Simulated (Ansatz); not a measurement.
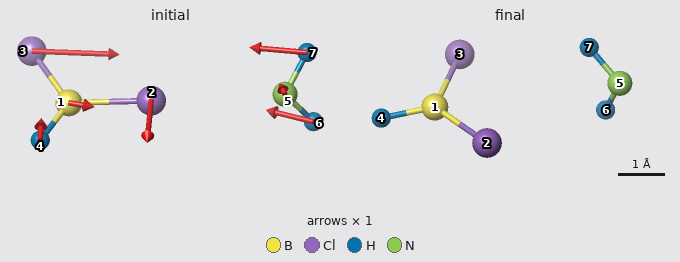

The structure of BNH3Cl2 (multiplicity 2) before (left) and after (right) a relaxation, at one scale. The red arrows give the displacements, at their true length.

The picture is a ball-and-stick view, seen at a tilt.

The run prepares an end point of a later path (reaction) calculation, from a guessed geometry.

These are results of Ansatz 0.2.0, UKS PBE0-D4/def2-SVP, not measurements.

Input file:
```yaml
crystal:
  periodic: [false, false, false]
  atoms:
    - { symbol: B, position_ang: [0.025726, 0.001742, -0.23255] }
    - { symbol: Cl, position_ang: [-0.098931, 0.055167, 1.571215] }
    - { symbol: Cl, position_ang: [1.582899, -0.022398, -1.001328] }
    - { symbol: H, position_ang: [-0.979099, -0.012535, -0.889503] }
    - { symbol: "N", position_ang: [-0.189003, 0.110066, 4.505099] }
    - { symbol: H, position_ang: [-0.301282, -0.745875, 5.074047] }
    - { symbol: H, position_ang: [0.539989, 0.613833, 5.038019] }
magnetization:
  spin_polarized: true
  initial_magnetization: 1
basis:
  gaussian: { orbitals: def2-SVP }
hamiltonian:
  xc: pbe0
  dispersion: d4
relax:
  f_tol: 0.03
  max_steps: 50
```

Run as
```bash
ansatz run input.yaml --threads 2 --pin off --max-ram 3072MiB --backend cpu --events-out ev --progress --plain --runs-dir out
```

Summarise the run.

Over 34 accepted moves (43 points after the start) the energy falls by 2.91 kcal/mol. The largest force component goes from 1.7 to 0.018 eV/Å. The line search rejected the trial steps at points 4, 7, 11, 13, 20, 22, 28, 36 and more of the run. The forces were under the threshold at step 6, but the run went on from there. Cl3 moves most after the best rigid fit: 1.93 Å. Largest moves by element: Cl 1.93 Å, H 1.28 Å, B 0.60 Å, N 0.33 Å. Among the contacts that change: B1–Cl2 1.809 → 1.736 Å, B1–Cl3 1.737 → 1.743 Å. The run took 82 s on 2 threads of Intel(R) Xeon(R) Platinum 8488C (Sapphire Rapids), on a shared host, peak memory 0.24 GiB.

Limits of the set-up: the start holds two separate molecules, 2.9 Å apart at their closest, whose relative position is a soft coordinate.
